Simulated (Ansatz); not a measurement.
AlCr2C (MAX-211 type, space group P6_3/mmc)

```
CELL_PARAMETERS angstrom
      2.84033     0.00000     0.00000
     -1.42017     2.45980     0.00000
      0.00000     0.00000    12.70477
ATOMIC_POSITIONS crystal
  Al 0.33333 0.66667 0.75000
  Al 0.66667 0.33333 0.25000
  Cr 0.33333 0.66667 0.08428
  Cr 0.66667 0.33333 0.58428
  Cr 0.66667 0.33333 0.91572
  Cr 0.33333 0.66667 0.41572
  C  0.00000 0.00000 0.00000
  C  0.00000 0.00000 0.50000
```

This relaxed cell (volume V₀) is scaled evenly in all directions, its shape held. The atoms relax within the cell's symmetry.

Computed with PBE (plane waves to 420 eV, PAW, scalar-relativistic; Ansatz, a quantum-chemistry and plane-wave program). k mesh 19×19×4 (Γ-centred), Fermi-Dirac smearing 0.05 eV. The energy includes the smearing's −TS. With the shape held, the modulus is that of even scaling; a crystal free to change shape is softer. AlCr2C is run without spin polarisation. AlCr2C was relaxed with its symmetry unable to fall. ΔE is measured from the relaxed starting cell.

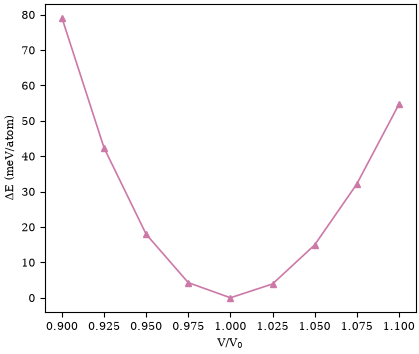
Figure. ΔE (meV/atom) against V/V₀; markers are the computed points, lines only join them.

Problem. What is ΔE at V/V₀ = 1.100?

Solution. About 55 meV/atom.

Problem. What is ΔE at V/V₀ = 0.900?

Solution. About 79 meV/atom.

Problem. What bulk modulus at fixed cell shape B₀ follows from a third-order Birch-Murnaghan fit?

Solution. About 190 GPa.

(Under strain, the slope of the energy per volume gives the stress and its curvature an elastic modulus.)
